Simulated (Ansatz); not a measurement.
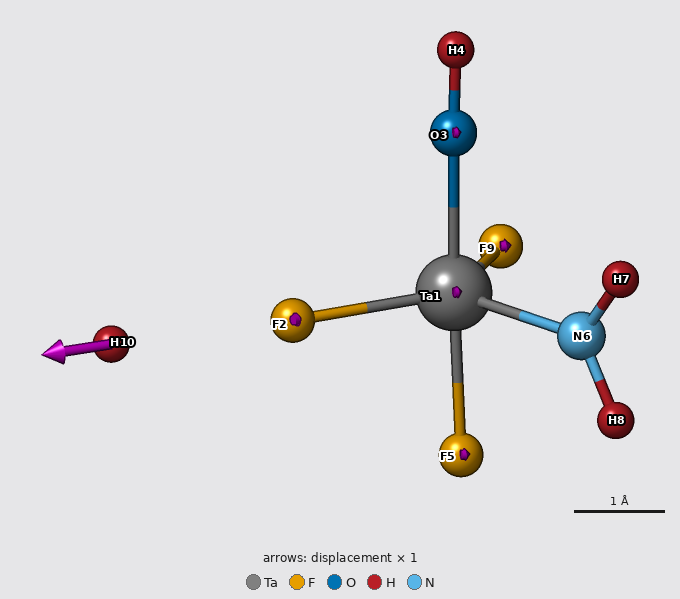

This is a relaxation of TaNH4OF3 (multiplicity 2). The starting structure is drawn; purple arrows show the displacements, at their true length. The two geometries are superimposed by the best rigid fit.

A ball-and-stick model, seen face on.

The run prepares an end point of a later path (reaction) calculation, from a guessed geometry.

Method: Ansatz, UKS PBE/def2-SVP. (collinear spin; force threshold 0.03 eV/Å; at most 50 steps)

> What did the optimiser do to the structure, and how much energy did it gain?

After 6 geometry steps the energy has fallen by 7.23 kJ/mol. The largest force component goes from 0.63 to 0.014 eV/Å. The atom that moves furthest after the best rigid fit is H10 (0.83 Å). Largest moves by element: H 0.83 Å, F 0.13 Å, Ta 0.10 Å, O 0.10 Å, N 0.07 Å. Near-neighbour distances that change, for instance: Ta1–F2 1.918 → 1.898 Å. Among the angles between lasting bonds that change: Ta1–O3–H4 176.0° → 178.1°.
